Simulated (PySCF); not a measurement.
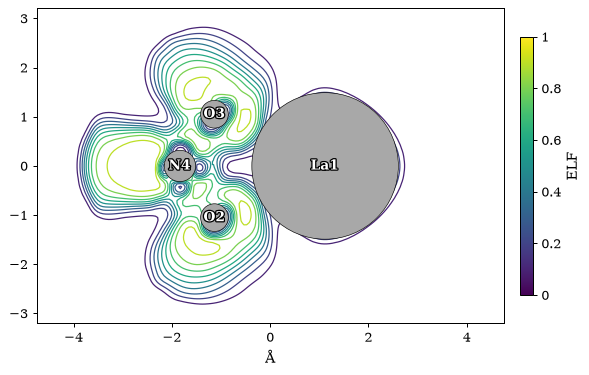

Figure. LaN$_{3}$O$_{6}$. ELF on the plane of atoms O2, N4 and O3. Grey discs cover the atomic cores.

Core potentials replace the inner electrons of La.

Computed with PySCF, RKS r2SCAN, La lcecp-1-SVP with ECP46, O def2-SVP, N def2-SVP; non-relativistic Hamiltonian with scalar-relativistic core potentials where named; density fitting.

| atom | x (Å) | y (Å) | z (Å) |
| --- | --- | --- | --- |
| La | 0.0000 | 0.0000 | 0.0000 |
| O | 2.2511 | 0.0000 | 1.0514 |
| O | 2.2511 | 0.0000 | -1.0514 |
| N | 2.9533 | 0.0000 | 0.0000 |
| O | -1.1256 | 1.9496 | 1.0514 |
| O | -1.1256 | 1.9496 | -1.0514 |
| N | -1.4766 | 2.5576 | 0.0000 |
| O | -1.1256 | -1.9495 | 1.0514 |
| O | -1.1256 | -1.9495 | -1.0514 |
| N | -1.4767 | -2.5576 | 0.0000 |

### What does the map show?

The plane passes through La, O and N nuclei. N–O (1.26 Å): the ELF peaks at about 0.80 between the atoms; localised, covalent bonding. La–O (2.48 Å): the ELF is about 0.20 at the midpoint; a largely ionic contact. La–N (2.95 Å): the ELF is about 0.05 at the midpoint: a largely ionic contact.
